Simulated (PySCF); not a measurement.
## Excited-state calculation, with input and output: C3H9ClOSi2

The run: excited-state calculation of C3H9ClOSi2, SMILES ClC[Si@@H]1CC[SiH2]O1. Method and program: TDA BHandHLYP/def2-SVPD, vertical, gas phase, core orbitals frozen in the response (PySCF 2.14.0).

The geometry comes from this level: GFN2-xTB. It belongs to a series of runs on one base structure; here: BHandHLYP/def2-SVPD; 25 states, TDA; level_shift 0.2.

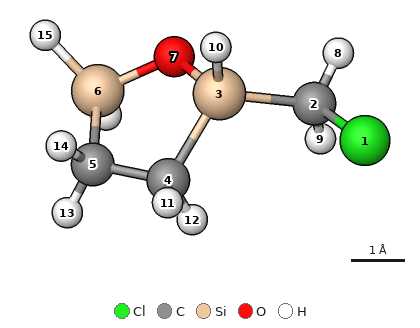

The input geometry (ball-and-stick view, seen at a tilt; atoms are numbered from 1 in the order of the input).

Results in brief:

| quantity | value |
| --- | --- |
| outcome | converged |
| total energy | −1233.672917 hartree |
| HOMO | −9.19 eV |
| LUMO | 0.74 eV |
| dipole moment | 2.02 D |
| mean polarisability | 94.80 a.u. |
| lowest singlet excitation | 7.12 eV |
| hardware | 1 CPU thread, shared host |
| wall time | 2.4 min |
| peak memory | 0.94 GiB |

Settings chosen away from the usual ones: BHandHLYP/def2-SVPD; 25 states, TDA; level_shift 0.2.

The input:
```
{"job": {"kind": "uv", "xc": "BHandHLYP", "basis": "def2-SVPD", "nstates": 25, "ntriplets": 2, "tda": true, "scf": {"level_shift": 0.2}}, "charge": 0, "multiplicity": 1}
Cl     3.115848    -1.643316    -0.809272
C      2.466899    -0.089862    -0.237474
Si     0.804799    -0.417478     0.625538
C     -0.632139    -0.840524    -0.550989
C     -1.881432    -0.142174     0.011535
Si    -1.313071     1.438265     0.919521
O      0.249610     1.009555     1.200730
H      3.205778     0.324267     0.442464
H      2.393920     0.558842    -1.107048
H      0.979922    -1.324474     1.757509
H     -0.810013    -1.907656    -0.677247
H     -0.417585    -0.444259    -1.546425
H     -2.612466     0.033811    -0.777283
H     -2.362767    -0.806732     0.732037
H     -1.931013     1.624464     2.225084
H     -1.263889     2.636216     0.088484
```

The first line tells a small driver script what to run in PySCF; the rest is the geometry in Å.

Command:
```bash
OMP_NUM_THREADS=1 python <driver script> task.json out
```

Log:
```
final grid: 128784 points
cycle   1  E = -1233.5360176790  dE =  8.643e-01  |g| = 7.606e-01  |ddm| = 5.010e+00
cycle   2  E = -1233.5968185259  dE = -6.080e-02  |g| = 6.403e-01  |ddm| = 2.241e+00
cycle   3  E = -1233.6706247663  dE = -7.381e-02  |g| = 8.553e-02  |ddm| = 5.886e-01
cycle   4  E = -1233.6726629300  dE = -2.038e-03  |g| = 2.785e-02  |ddm| = 2.002e-01
cycle   5  E = -1233.6728976792  dE = -2.347e-04  |g| = 6.708e-03  |ddm| = 6.444e-02
cycle   6  E = -1233.6729144204  dE = -1.674e-05  |g| = 2.125e-03  |ddm| = 2.747e-02
cycle   7  E = -1233.6729165676  dE = -2.147e-06  |g| = 5.353e-04  |ddm| = 8.784e-03
cycle   8  E = -1233.6729168186  dE = -2.510e-07  |g| = 2.021e-04  |ddm| = 3.132e-03
cycle   9  E = -1233.6729168519  dE = -3.329e-08  |g| = 6.484e-05  |ddm| = 9.096e-04
cycle  10  E = -1233.6729168559  dE = -3.988e-09  |g| = 1.986e-05  |ddm| = 3.001e-04
cycle  11  E = -1233.6729168563  dE = -4.304e-10  |g| = 6.816e-06  |ddm| = 1.052e-04
level shift removed, Fock matrix diagonalised once more
converged SCF energy = -1233.6729168563

Static polarisability (au): isotropic 94.802, principal 82.136 89.025 113.245

Singlet excitations
state   eV       nm        f      main configurations
  1   7.1227    174.1   0.01420   H->L 0.43, H->L+2 0.25
  2   7.6297    162.5   0.01176   H-1->L 0.59
  3   7.6734    161.6   0.00963   H-2->L 0.28, H-2->L+2 0.20, H-1->L 0.16
  4   7.8660    157.6   0.00420   H->L+2 0.53, H->L+3 0.26
  5   7.9686    155.6   0.01482   H-4->L 0.22, H-3->L 0.20, H->L+3 0.20
  6   8.0130    154.7   0.01956   H-1->L+1 0.48, H->L+1 0.19, H-3->L 0.12
  7   8.2878    149.6   0.00691   H-3->L 0.26, H-1->L+2 0.18, H-4->L 0.12
  8   8.3998    147.6   0.01670   H->L+1 0.22, H-1->L+1 0.14, H-1->L+2 0.12
  9   8.4311    147.1   0.01551   H-2->L+2 0.49, H-2->L+3 0.30
 10   8.5375    145.2   0.07248   H-1->L+2 0.26, H-3->L 0.18, H-3->L+1 0.10
 11   8.6344    143.6   0.00384   H->L+5 0.30, H->L+4 0.13, H->L+7 0.11
 12   8.7011    142.5   0.01361   H-3->L+1 0.41, H-1->L+3 0.20, H-4->L+1 0.08
 13   8.8583    140.0   0.01767   H-4->L 0.34, H-4->L+1 0.10, H->L+3 0.09
 14   8.9008    139.3   0.02337   H->L+5 0.27, H-3->L+1 0.12, H-1->L+3 0.11
 15   8.9319    138.8   0.03965   H-1->L+3 0.25, H->L+5 0.17, H->L+6 0.12
 16   9.0654    136.8   0.01858   H-1->L+5 0.25, H-1->L+4 0.09
 17   9.1596    135.4   0.04108   H-1->L+4 0.29, H-1->L+5 0.17, H-3->L+2 0.11
 18   9.1820    135.0   0.01417   H-2->L 0.33, H-2->L+1 0.12, H-2->L+3 0.10
 19   9.2105    134.6   0.04734   H-4->L+1 0.21, H->L+1 0.16
 20   9.2183    134.5   0.05028   H-4->L+2 0.18, H-1->L+4 0.16, H-3->L+2 0.14
 21   9.2584    133.9   0.02150   H-3->L+2 0.19, H-4->L+1 0.12, H-5->L 0.10
 22   9.2984    133.3   0.05487   H->L+4 0.27, H-4->L+4 0.12
 23   9.3553    132.5   0.00826   H->L+8 0.35, H->L+6 0.17, H->L+7 0.11
 24   9.3986    131.9   0.00126   H-2->L+5 0.30, H-2->L+1 0.10
 25   9.4346    131.4   0.04435   H-1->L+7 0.14, H->L+8 0.13, H-3->L+5 0.11

Triplet excitations (Tamm-Dancoff, eV): 6.4205 6.9031
```

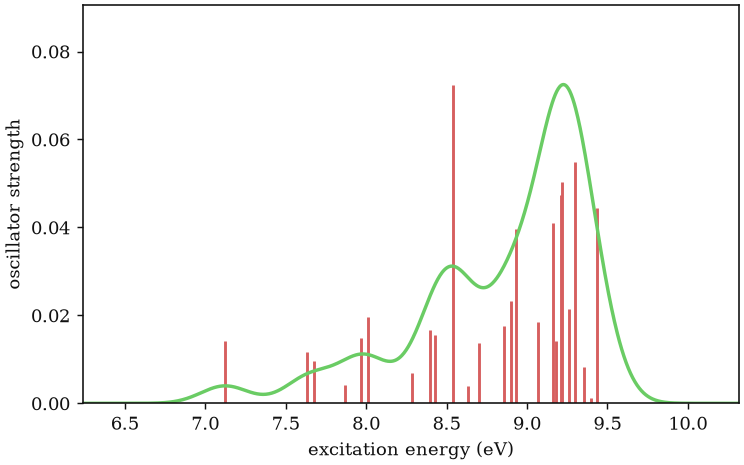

Computed excitations as sticks (degenerate states added up, dark ones marked on the axis), with a Gaussian envelope of 0.35 eV full width at half maximum, scaled to the tallest. Of the 25 states the lowest lies at 7.12 eV (f = 0.014); the strongest line is at 8.54 eV, or 145 nm (f = 0.072).

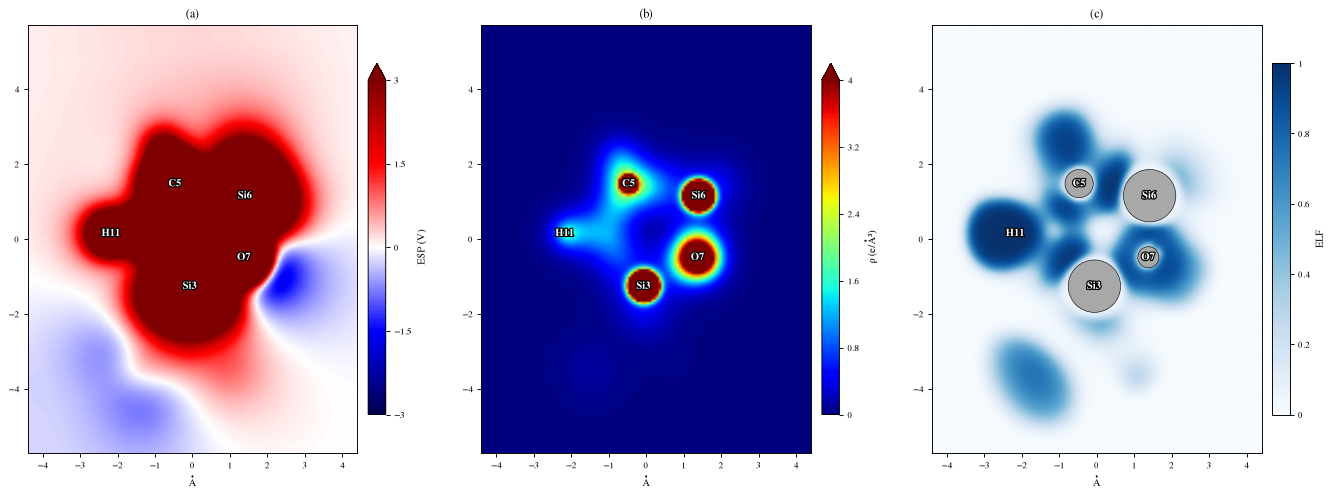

(a) molecular electrostatic potential; (b) total electron density; (c) electron localisation function on the plane of atoms C5, Si6 and O7. Grey discs, where drawn, cover atomic cores. The section cuts through Si, C, O and H sites. Si–O (1.64 Å): ρ is about 1.1 e/Å³ halfway; the ELF peaks at about 0.85 between the atoms, which marks a polar covalent bond.

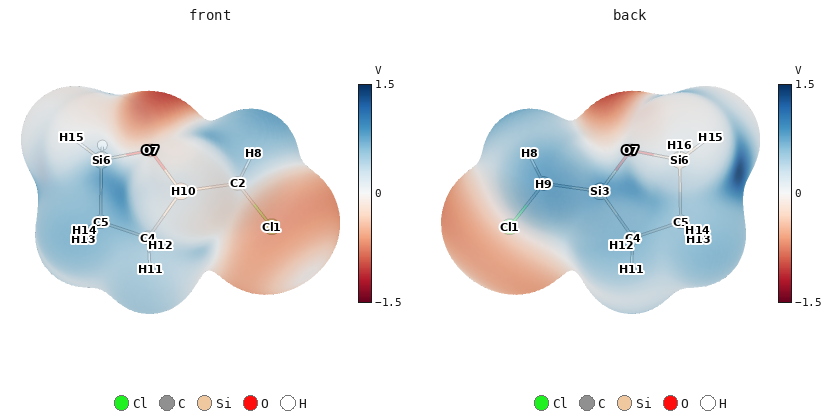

The molecular electrostatic potential painted on the density surface at 0.001 e/bohr³, seen face on and from behind; red is negative and blue positive. A positive charge is drawn to the negative regions and a negative charge to the positive ones. Its dipole moment is 2.02 D.

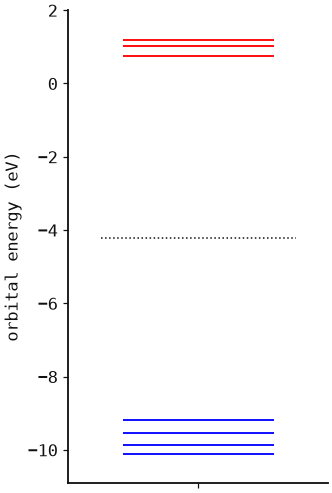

Orbital energies near the frontier; the dotted line parts filled from empty levels, and levels within 0.02 eV of each other stand side by side. Highest filled −9.19 eV, lowest empty 0.74 eV, 9.93 eV apart.
